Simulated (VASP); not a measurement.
Data:

```
CELL_PARAMETERS angstrom
      0.00000     1.78424     1.78424
      1.78424     0.00000     1.78424
      1.78424     1.78424     0.00000
ATOMIC_POSITIONS crystal
  C  0.00000 0.00000 0.00000
  C  0.25000 0.25000 0.25000
```

The numbers are results of rev-vdW-DF2, VASP's PBE PAW potentials (set 64) (plane waves; VASP), not measurements. Settings: 520 eV cut-off, 14×14×14 Γ-centred mesh, tetrahedra with Blöchl corrections, potentials C.

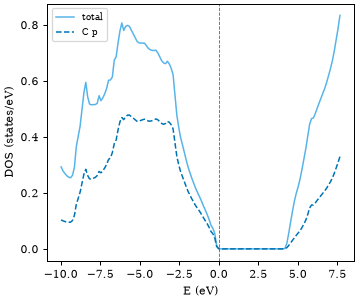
Fig. 1. Total and projected density of states, zero at the valence-band maximum

Within 2 eV below the valence-band maximum the largest weight inside VASP's projection spheres is C p.

It has a band gap.

The compound is C in the diamond structure. It was relaxed first.
